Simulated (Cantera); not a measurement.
Charge: 1 mol TEOS, 0.51 mol O3, 1.9 mol N2, held at 6.60e-5 bar.

Equilibrium computed with Cantera from the NASA thermochemical tables; the gas is ideal and each condensed phase is pure. Candidate condensed phases: C, C6H6, C7H8, C8H18, H2O, Si, SiC, SiO2, Si2N2O, Si3N4; 151 gas species. The feed counts by its element totals alone. N2 is the only nitrogen source here; it is nearly inert below about 1500 K, so the nitride shown seldom forms there in practice. The tables' values for SiN are old estimates; treat these amounts as uncertain. The numbers say what is thermodynamically allowed, not how fast it happens.

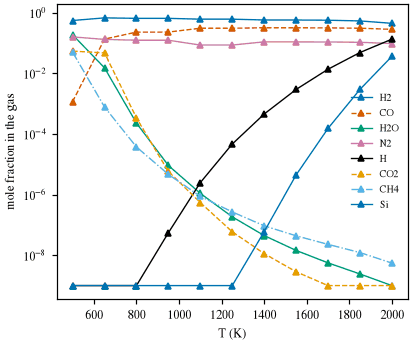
Equilibrium gas composition (values under 1e-9 drawn at 1e-9)

From 500 K to 800 K the condensed part is C(graphite) + SiO2(α-quartz). At 950 K the condensed part is C(graphite) + SiO2(β-quartz). From 1100 K to 1250 K the condensed part is C(graphite) + Si2N2O(s). From 1400 K to 2000 K the condensed part is C(graphite) + SiC(s).
